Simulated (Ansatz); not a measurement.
# Pressure series in Ti

Base system: Ti in the hcp (Mg type) structure (space group P6_3/mmc, No. 194).

```
Ti
1.0
    2.93885     0.00000     0.00000
   -1.46943     2.54512     0.00000
    0.00000     0.00000     4.64996
Ti
2
Direct
  0.33333   0.66667   0.75000
  0.66667   0.33333   0.25000
```

Cell and atoms are relaxed at each pressure.

Level of theory: PBE (Ansatz, an electronic-structure program; PAW; 420 eV plane waves; no spin-orbit coupling), earlier PAW set.

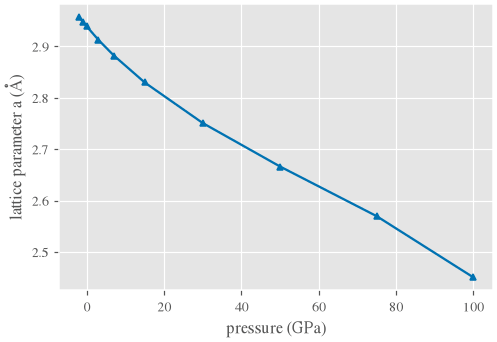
Fig. 1. Lattice parameter a against pressure

```csv
pressure (GPa),lattice parameter a
-2,2.957 Å
-1,2.948 Å
3,2.913 Å
7,2.882 Å
15,2.830 Å
30,2.751 Å
50,2.666 Å
75,2.570 Å
100,2.450 Å
```

Load acts through the strain it causes; cell and atoms are relaxed under it. Whether these cells are dynamically stable was not tested. Competing high-pressure phases were not computed. The final runs are not spin-polarised.
